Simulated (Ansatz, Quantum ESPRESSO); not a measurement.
# Mo2NOS MXene, 1 layer in an electric field, part 4 of 6

How does Mo2NOS MXene, 1 layer respond to a gate-like field without added charge?

Quantum ESPRESSO 7.5; plane-wave DFT, LDA, GBRV ultrasoft pseudopotentials; geometry and cross-check by Ansatz 0.2.0 with PAW datasets.

So far. Step 4 (Potential by pp.x): The vacuum is flat to 0.1 meV/Å, so its level is well defined. Inside the slab the curve depends on the local part of the pseudopotentials; only the vacuum level has a meaning of its own. Step 6 (SCF with pw.x: field 0.1 V/Å): The dipole goes from -0.0532 to -0.0229 e Å, 0.3029 e Å per V/Å.

## (7) Potential by pp.x

Contents of f1.pot.in:

```
&inputpp
  prefix = 'f1'
  outdir = './out'
  filplot = 'f1.pot.dat'
  plot_num = 11
/
```

The run is started by

```sh
$ OMP_NUM_THREADS=1 mpirun -n 4 pp.x -in f1.pot.in > f1.pot.out
```

The job ended after 1.4 s (4 MPI ranks of Arm Neoverse N1, shared host; peak memory 0.1 GiB).

Read from the output:

- slope of the potential above: 0.1000 eV/Å
- upper vacuum line continued to the top atoms, over the Fermi level: 6.553 eV
- slope of the potential below: 0.09997 eV/Å
- lower vacuum line continued to the bottom atoms, over the Fermi level: 5.462 eV

The slope in the vacuum is 0.100 eV/Å for an applied 0.10 V/Å, as it should be.

## (8) Ground state: field 0.2 V/Å

Contents of f2.in:

```
&control
  prefix = 'f2'
  outdir = './out'
  pseudo_dir = './pseudo'
  calculation = 'scf'
  tprnfor = .true.
  tefield = .true.
  dipfield = .true.
/
&system
  ibrav = 0
  nat = 5
  ntyp = 4
  ecutwfc = 40
  ecutrho = 200
  occupations = 'smearing'
  smearing = 'fd'
  degauss = 0.004
  edir = 3
  emaxpos = 0.97
  eopreg = 0.04
  eamp = 0.00388938
/
&electrons
  conv_thr = 1e-09
  mixing_beta = 0.4
  electron_maxstep = 120
  mixing_mode = 'plain'
  startingpot = 'file'
/
ATOMIC_SPECIES
  S   32.0600  s_lda_v1.4.uspp.F.UPF
  Mo  95.9500  mo_lda_v1.uspp.F.UPF
  N   14.0070  n_lda_v1.2.uspp.F.UPF
  O   15.9990  o_lda_v1.2.uspp.F.UPF
CELL_PARAMETERS angstrom
  2.97966934869045 0.00000000000000 0.00000000000000
  -1.48983467434522 2.58046935084376 0.00000000000000
  0.00000000000000 0.00000000000000 22.20122516460000
ATOMIC_POSITIONS crystal
  S   0.333333333333 0.666666666667 0.376055714362
  Mo  0.666666666667 0.333333333333 0.449936453234
  N   0.000000000000 -0.000000000000 0.515756787944
  Mo  0.333333333333 0.666666666667 0.574139334190
  O   0.666666666667 0.333333333333 0.625251747570
K_POINTS automatic
  12 12 1 0 0 0
```

The run is started by

```sh
$ cp -r out/f0.save out/f2.save
$ OMP_NUM_THREADS=1 mpirun -n 4 pw.x -nk 4 -in f2.in > f2.out
```

The log of the run:

```text
[banner, memory and clock lines left out]
Program PWSCF v.7.5 starts
[...]
number of electrons       =        45.00
     number of Kohn-Sham states=           28
     kinetic-energy cutoff     =      40.0000  Ry
     charge density cutoff     =     200.0000  Ry
[...]
number of k points=    74  Fermi-Dirac smearing, width (Ry)=  0.0040
[...]
Dense  grid:    55077 G-vectors     FFT dimensions: (  25,  25, 192)
[...]
The initial density is read from file :
[...]
negative rho (up, down):  3.669E-03 0.000E+00
[...]
Starting wfcs are   38 randomized atomic wfcs
[...]
negative rho (up, down):  3.646E-03 0.000E+00
[...]
estimated scf accuracy    <       0.46608801 Ry
[...]
negative rho (up, down):  3.252E-03 0.000E+00
[...]
estimated scf accuracy    <     149.77221109 Ry
[...]
negative rho (up, down):  3.155E-03 0.000E+00
[...]
estimated scf accuracy    <       0.04071089 Ry
[...]
negative rho (up, down):  3.156E-03 0.000E+00
[...]
estimated scf accuracy    <       0.01234294 Ry
[...]
negative rho (up, down):  3.181E-03 0.000E+00
[...]
estimated scf accuracy    <       0.00340816 Ry
[...]
negative rho (up, down):  3.244E-03 0.000E+00
[...]
estimated scf accuracy    <       0.00183540 Ry
[...]
negative rho (up, down):  3.354E-03 0.000E+00
[...]
estimated scf accuracy    <       0.00115521 Ry
[...]
negative rho (up, down):  3.522E-03 0.000E+00
[...]
estimated scf accuracy    <       0.00049829 Ry
[...]
negative rho (up, down):  3.615E-03 0.000E+00
[...]
estimated scf accuracy    <       0.00002555 Ry
[...]
negative rho (up, down):  3.650E-03 0.000E+00
[...]
estimated scf accuracy    <       0.00000610 Ry
[...]
negative rho (up, down):  3.656E-03 0.000E+00
[...]
estimated scf accuracy    <       0.00000026 Ry
[...]
negative rho (up, down):  3.659E-03 0.000E+00
[...]
estimated scf accuracy    <       0.00000040 Ry
[...]
negative rho (up, down):  3.660E-03 0.000E+00
[...]
estimated scf accuracy    <       0.00000003 Ry
[...]
negative rho (up, down):  3.661E-03 0.000E+00
[...]
estimated scf accuracy    <       0.00000004 Ry
[...]
negative rho (up, down):  3.661E-03 0.000E+00
[...]
estimated scf accuracy    <          2.9E-09 Ry
[...]
negative rho (up, down):  3.661E-03 0.000E+00
[...]
Computed dipole along edir(3) :
        Dipole                0.0139 Ry au,          0.0354 Debye
        Dipole field          0.0002 Ry au,
        E field amplitude [Ha a.u.]:  3.8894E-03
        Potential amp.        0.3011 Ry
        Total length         40.2761 bohr
[...]
the Fermi energy is     1.6605 ev
!    total energy              =    -355.67081260 Ry
     estimated scf accuracy    <          6.7E-10 Ry
     smearing contrib. (-TS)   =      -0.00228512 Ry
     internal energy E=F+TS    =    -355.66852748 Ry
[...]
one-electron contribution =   -3325.81195273 Ry
     hartree contribution      =    1665.59111242 Ry
     xc contribution           =     -59.33337848 Ry
     ewald contribution        =    1363.88579746 Ry
     electric field correction =      -0.00010615 Ry
     convergence has been achieved in  16 iterations
     negative rho (up, down):  3.661E-03 0.000E+00
[...]
Total force =     0.040686     Total SCF correction =     0.000168
[...]
```

Run time: 2.7 min. Hardware: 4 MPI ranks; peak memory 0.63 GiB; 11 min of CPU time.

Numbers from this step:

| Quantity | Value |
| --- | --- |
| free energy | -4839.1479 eV |
| energy at zero smearing | -4839.1324 eV |
| Fermi energy | 1.661 eV |
| dipole along the normal | 0.007370 e·Å |

The dipole goes from -0.0532 to 0.0074 e Å, 0.3026 e Å per V/Å.

## (9) Potential by pp.x

Contents of f2.pot.in:

```
&inputpp
  prefix = 'f2'
  outdir = './out'
  filplot = 'f2.pot.dat'
  plot_num = 11
/
```

The run is started by

```sh
$ OMP_NUM_THREADS=1 mpirun -n 4 pp.x -in f2.pot.in > f2.pot.out
```

The job ended after 1.4 s (4 MPI ranks; peak memory 0.1 GiB; 5.3 s of CPU time).

Numbers from this step:

```
slope of the potential above                                          : 0.2000 eV/Å
upper vacuum line continued to the top atoms, over the Fermi level    : 6.503 eV
slope of the potential below                                          : 0.2000 eV/Å
lower vacuum line continued to the bottom atoms, over the Fermi level : 5.569 eV
```

The slope in the vacuum is 0.200 eV/Å for an applied 0.20 V/Å, as it should be.

## (10) Band structure: field 0.2 V/Å

Contents of f2.bands.in:

```
&control
  prefix = 'f2.bands'
  outdir = './out'
  pseudo_dir = './pseudo'
  calculation = 'bands'
  tefield = .true.
  dipfield = .true.
/
&system
  ibrav = 0
  nat = 5
  ntyp = 4
  ecutwfc = 40
  ecutrho = 200
  occupations = 'smearing'
  smearing = 'fd'
  degauss = 0.004
  edir = 3
  emaxpos = 0.97
  eopreg = 0.04
  eamp = 0.00388938
  nbnd = 28
/
&electrons
  conv_thr = 1e-07
  mixing_beta = 0.4
  electron_maxstep = 120
  mixing_mode = 'local-TF'
/
ATOMIC_SPECIES
  S   32.0600  s_lda_v1.4.uspp.F.UPF
  Mo  95.9500  mo_lda_v1.uspp.F.UPF
  N   14.0070  n_lda_v1.2.uspp.F.UPF
  O   15.9990  o_lda_v1.2.uspp.F.UPF
CELL_PARAMETERS angstrom
  2.97966934869045 0.00000000000000 0.00000000000000
  -1.48983467434522 2.58046935084376 0.00000000000000
  0.00000000000000 0.00000000000000 22.20122516460000
ATOMIC_POSITIONS crystal
  S   0.333333333333 0.666666666667 0.376055714362
  Mo  0.666666666667 0.333333333333 0.449936453234
  N   0.000000000000 -0.000000000000 0.515756787944
  Mo  0.333333333333 0.666666666667 0.574139334190
  O   0.666666666667 0.333333333333 0.625251747570
K_POINTS crystal_b
4
  0.0000000000 0.0000000000 0.0000000000 14
  0.5000000000 0.0000000000 0.0000000000 14
  0.3333333333 0.3333333333 0.0000000000 14
  0.0000000000 0.0000000000 0.0000000000 1
```

The run is started by

```sh
$ cp -r out/f2.save out/f2.bands.save
$ cp out/f2.xml out/f2.bands.xml
$ OMP_NUM_THREADS=1 mpirun -n 4 pw.x -nk 4 -in f2.bands.in > f2.bands.out
```

The log of the run:

```text
[banner, memory and clock lines left out]
Program PWSCF v.7.5 starts
[citation notice left out]

[...]
bravais-lattice index     =            0
     lattice parameter (alat)  =       5.6308  a.u.
     unit-cell volume          =    1151.9678 (a.u.)^3
     number of atoms/cell      =            5
     number of atomic types    =            4
     number of electrons       =        45.00
     number of Kohn-Sham states=           28
     kinetic-energy cutoff     =      40.0000  Ry
     charge density cutoff     =     200.0000  Ry
     Exchange-correlation= SLA  PZ   NOGX NOGC
                           (   1   1   0   0   0   0   0)

[...]
PseudoPot. # 1 for S  read from file:
     ./pseudo/s_lda_v1.4.uspp.F.UPF
     Pseudo is Ultrasoft + core correction, Zval =  6.0
     Generated by new atomic code, or converted to UPF format
     Using radial grid of  907 points,  6 beta functions with:
                l(1) =   0
                l(2) =   0
                l(3) =   1
                l(4) =   1
                l(5) =   2
                l(6) =   2
     Q(r) pseudized with  8 coefficients,  rinner =    1.300   1.300   1.300
                                                       1.300   1.300

     PseudoPot. # 2 for Mo read from file:
     ./pseudo/mo_lda_v1.uspp.F.UPF
     Pseudo is Ultrasoft + core correction, Zval = 14.0
     Generated by new atomic code, or converted to UPF format
     Using radial grid of  889 points,  6 beta functions with:
                l(1) =   0
                l(2) =   0
                l(3) =   1
                l(4) =   1
                l(5) =   2
                l(6) =   2
     Q(r) pseudized with  6 coefficients,  rinner =    1.000   1.000   1.000
                                                       1.000   1.000

     PseudoPot. # 3 for N  read from file:
     ./pseudo/n_lda_v1.2.uspp.F.UPF
     Pseudo is Ultrasoft + core correction, Zval =  5.0
     Generated by new atomic code, or converted to UPF format
     Using radial grid of  729 points,  4 beta functions with:
                l(1) =   0
                l(2) =   0
                l(3) =   1
                l(4) =   1
     Q(r) pseudized with  8 coefficients,  rinner =    0.900   0.900   0.900

     PseudoPot. # 4 for O  read from file:
     ./pseudo/o_lda_v1.2.uspp.F.UPF
     Pseudo is Ultrasoft + core correction, Zval =  6.0
     Generated by new atomic code, or converted to UPF format
     Using radial grid of  737 points,  5 beta functions with:
                l(1) =   0
                l(2) =   0
                l(3) =   1
                l(4) =   1
                l(5) =   2
     Q(r) pseudized with  8 coefficients,  rinner =    0.900   0.900   0.900
                                                       0.900   0.900

     atomic species   valence    mass     pseudopotential
     S                 6.00    32.06000     S ( 1.00)
     Mo               14.00    95.95000     Mo( 1.00)
     N                 5.00    14.00700     N ( 1.00)
     O                 6.00    15.99900     O ( 1.00)

     No symmetry found

[...]
number of k points=    43  Fermi-Dirac smearing, width (Ry)=  0.0040
[...]
Dense  grid:    55077 G-vectors     FFT dimensions: (  25,  25, 192)

     Smooth grid:    39373 G-vectors     FFT dimensions: (  24,  24, 180)

     The potential is recalculated from file :
     ./out/f2.bands.save/charge-density

     negative rho (up, down):  3.661E-03 0.000E+00

     Adding external electric field

     Computed dipole along edir(3) :
        Dipole                0.0139 Ry au,          0.0354 Debye
        Dipole field          0.0002 Ry au,

        E field amplitude [Ha a.u.]:  3.8894E-03
        Potential amp.        0.3011 Ry
        Total length         40.2761 bohr

     Starting wfcs are   38 randomized atomic wfcs

     Band Structure Calculation
     Davidson diagonalization with overlap

     ethr =  2.22E-10,  avg # of iterations = 40.0

     End of band structure calculation

          k = 0.0000 0.0000 0.0000 (  4945 PWs)   bands (ev):

   -60.5571 -59.8984 -34.7429 -34.3849 -34.3849 -34.1113 -33.7324 -33.7324
   -17.3799 -14.4665 -12.9711  -6.2340  -4.4927  -4.4927  -4.1420  -2.1880
    -2.1880  -1.8596  -0.1404   0.0664   0.0664   0.7319   0.7319   1.5068
     1.5068   2.2080   4.1145   4.1145

          k = 0.0357 0.0206 0.0000 (  4929 PWs)   bands (ev):

   -60.5560 -59.8973 -34.7406 -34.3951 -34.3870 -34.1096 -33.7413 -33.7344
   -17.3699 -14.4577 -12.9595  -6.2096  -4.5393  -4.4785  -4.0839  -2.3701
    -2.1938  -1.7397  -0.2359  -0.0272   0.0365   0.8200   0.8474   1.4835
     1.5051   2.2216   4.0627   4.1230

[...]
```

Elapsed: 45 s, on 4 MPI ranks; peak memory 0.34 GiB.

Band numbers count within the set of bands kept for display. The electronic bands at the labelled points (eV, zero at the Fermi level; # counts the bands kept):

| point | #8 | #9 | #10 | #11 | #12 | #13 | #14 | #15 |
| --- | --- | --- | --- | --- | --- | --- | --- | --- |
| Γ | -1.80 | -1.59 | -1.59 | -0.93 | -0.93 | -0.15 | -0.15 | 0.55 |
| M | -3.43 | -2.72 | -2.20 | -1.11 | 1.36 | 1.67 | 2.06 | 2.19 |
| K | -4.46 | -3.93 | -0.40 | 0.14 | 0.41 | 0.85 | 0.89 | 1.33 |
| Γ | -1.80 | -1.59 | -1.59 | -0.93 | -0.93 | -0.15 | -0.15 | 0.55 |

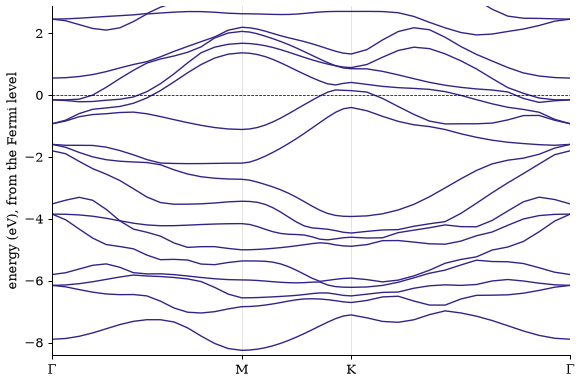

Electronic bands along the path.

Upper empty bands that drop with the field can be states of the vacuum, held by the sawtooth; they depend on the cell's width.

## (11) Self-consistent run: field 0.3 V/Å

f3.in, as its differences from the input of step 8:

```diff
@@ -1,3 +1,3 @@
 &control
-  prefix = 'f2'
+  prefix = 'f3'
   outdir = './out'
@@ -21,3 +21,3 @@
   eopreg = 0.04
-  eamp = 0.00388938
+  eamp = 0.00583407
 /
```

The run is started by

```sh
$ cp -r out/f0.save out/f3.save
$ OMP_NUM_THREADS=1 mpirun -n 4 pw.x -nk 4 -in f3.in > f3.out
```

The log of the run:

```text
[banner, memory and clock lines left out]
Program PWSCF v.7.5 starts
[...]
number of electrons       =        45.00
     number of Kohn-Sham states=           28
     kinetic-energy cutoff     =      40.0000  Ry
     charge density cutoff     =     200.0000  Ry
[...]
number of k points=    74  Fermi-Dirac smearing, width (Ry)=  0.0040
[...]
Dense  grid:    55077 G-vectors     FFT dimensions: (  25,  25, 192)
[...]
The initial density is read from file :
[...]
negative rho (up, down):  3.669E-03 0.000E+00
[...]
Starting wfcs are   38 randomized atomic wfcs
[...]
negative rho (up, down):  3.626E-03 0.000E+00
[...]
estimated scf accuracy    <       1.05861021 Ry
[...]
negative rho (up, down):  2.064E-03 0.000E+00
[...]
estimated scf accuracy    <     225.71449366 Ry
[...]
negative rho (up, down):  2.032E-03 0.000E+00
[...]
estimated scf accuracy    <       0.09859608 Ry
[...]
negative rho (up, down):  2.068E-03 0.000E+00
[...]
estimated scf accuracy    <       0.00315617 Ry
[...]
negative rho (up, down):  2.139E-03 0.000E+00
[...]
estimated scf accuracy    <       0.00229782 Ry
[...]
negative rho (up, down):  2.298E-03 0.000E+00
[...]
estimated scf accuracy    <       0.00108532 Ry
[...]
negative rho (up, down):  2.279E-03 0.000E+00
[...]
estimated scf accuracy    <       0.00055971 Ry
[...]
negative rho (up, down):  2.482E-03 0.000E+00
[...]
estimated scf accuracy    <       0.00059602 Ry
[...]
negative rho (up, down):  2.671E-03 0.000E+00
[...]
estimated scf accuracy    <       0.00026984 Ry
[...]
negative rho (up, down):  3.520E-03 0.000E+00
[...]
estimated scf accuracy    <       0.00013802 Ry
[...]
negative rho (up, down):  3.629E-03 0.000E+00
[...]
estimated scf accuracy    <       0.00002166 Ry
[...]
negative rho (up, down):  3.620E-03 0.000E+00
[...]
estimated scf accuracy    <       0.00001350 Ry
[...]
negative rho (up, down):  3.644E-03 0.000E+00
[...]
estimated scf accuracy    <       0.00000071 Ry
[...]
negative rho (up, down):  3.651E-03 0.000E+00
[...]
estimated scf accuracy    <       0.00000029 Ry
[...]
negative rho (up, down):  3.654E-03 0.000E+00
[...]
estimated scf accuracy    <       0.00000016 Ry
[...]
negative rho (up, down):  3.655E-03 0.000E+00
[...]
estimated scf accuracy    <       0.00000001 Ry
[...]
negative rho (up, down):  3.654E-03 0.000E+00
[...]
estimated scf accuracy    <          6.3E-09 Ry
[...]
negative rho (up, down):  3.655E-03 0.000E+00
[...]
Computed dipole along edir(3) :
        Dipole                0.0711 Ry au,          0.1807 Debye
        Dipole field          0.0008 Ry au,
        E field amplitude [Ha a.u.]:  5.8341E-03
        Potential amp.        0.4075 Ry
        Total length         40.2761 bohr
[...]
the Fermi energy is     1.6575 ev
!    total energy              =    -355.67097802 Ry
     estimated scf accuracy    <          3.4E-10 Ry
     smearing contrib. (-TS)   =      -0.00228147 Ry
     internal energy E=F+TS    =    -355.66869655 Ry
[...]
one-electron contribution =   -3325.70508373 Ry
     hartree contribution      =    1665.48371428 Ry
     xc contribution           =     -59.33235022 Ry
     ewald contribution        =    1363.88579746 Ry
     electric field correction =      -0.00077432 Ry
     convergence has been achieved in  18 iterations
     negative rho (up, down):  3.655E-03 0.000E+00
[...]
Total force =     0.041661     Total SCF correction =     0.000141
[...]
```

The job ended after 2.9 min (4 MPI ranks; peak memory 0.69 GiB; 12 min of CPU time).

Numbers from this step:

* free energy: -4839.1502 eV
* energy at zero smearing: -4839.1347 eV
* Fermi energy: 1.657 eV
* dipole along the normal: 0.03762 e·Å

The dipole goes from -0.0532 to 0.0376 e Å, 0.3026 e Å per V/Å.

## (12) Electrostatic potential

Contents of f3.pot.in:

```
&inputpp
  prefix = 'f3'
  outdir = './out'
  filplot = 'f3.pot.dat'
  plot_num = 11
/
```

The run is started by

```sh
$ OMP_NUM_THREADS=1 mpirun -n 4 pp.x -in f3.pot.in > f3.pot.out
```

It took 1.4 s on 4 MPI ranks; peak memory 0.1 GiB.

This step gave:

| Property | Result |
| --- | --- |
| slope of the potential above | 0.3000 eV/Å |
| upper vacuum line continued to the top atoms, over the Fermi level | 6.452 eV |
| slope of the potential below | 0.3000 eV/Å |
| lower vacuum line continued to the bottom atoms, over the Fermi level | 5.678 eV |

The slope in the vacuum is 0.300 eV/Å for an applied 0.30 V/Å, as it should be.

Each curve counts from the Fermi level of its own run.

The potential energy (potential at 0 V/Å) oscillates, so the rows of the table below give means over windows of 2 Å about each position, cut where the curve ends. Its maxima inside the range that stand out by 2 % of the span (Å: eV): 9.0: -6.20, 11.0: -5.29, 11.9: -7.96. Its minima: 8.3: -16.5, 9.9: -31.7, 11.4: -11.1, 12.7: -32.4.

The runs together. The potential energy by z; means over each step:

| z (Å) | potential at 0 V/Å (eV) | potential at 0.1 V/Å (eV) | potential at 0.2 V/Å (eV) | potential at 0.3 V/Å (eV) |
| --- | --- | --- | --- | --- |
| 0 | 5.39 | 4.76 | 4.12 | 3.49 |
| 2 | 5.36 | 4.83 | 4.30 | 3.77 |
| 4 | 5.35 | 5.03 | 4.70 | 4.37 |
| 6 | 5.22 | 5.08 | 4.95 | 4.82 |
| 8 | -6.60 | -6.61 | -6.62 | -6.64 |
| 10 | -17.3 | -17.3 | -17.3 | -17.3 |
| 12 | -16.5 | -16.5 | -16.5 | -16.5 |
| 14 | -5.67 | -5.66 | -5.63 | -5.61 |
| 16 | 6.55 | 6.71 | 6.87 | 7.04 |
| 18 | 6.61 | 6.97 | 7.33 | 7.69 |
| 20 | 6.61 | 7.17 | 7.73 | 8.29 |
| 22 | 6.41 | 6.88 | 7.36 | 7.84 |

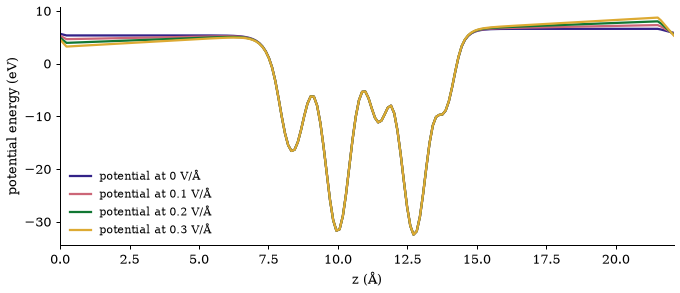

Potential energy against z.

(Continued in part 5 of 6.)

[Logs are printed without paths, hosts, clocks, repeated set-up lines and the standing remarks that a program may print on its own settings, such as how far it seeks lower states.]

[Hosts, paths, dates, database ids (printed as entryN), source tags and the programs' standing remarks are cut or masked in the printed files.]

[Maps of the electrostatic potential energy from Ansatz leave out the sawtooth potential of an applied field or a dipole correction, so their vacuum need not be flat; planar profiles and work functions include it.]
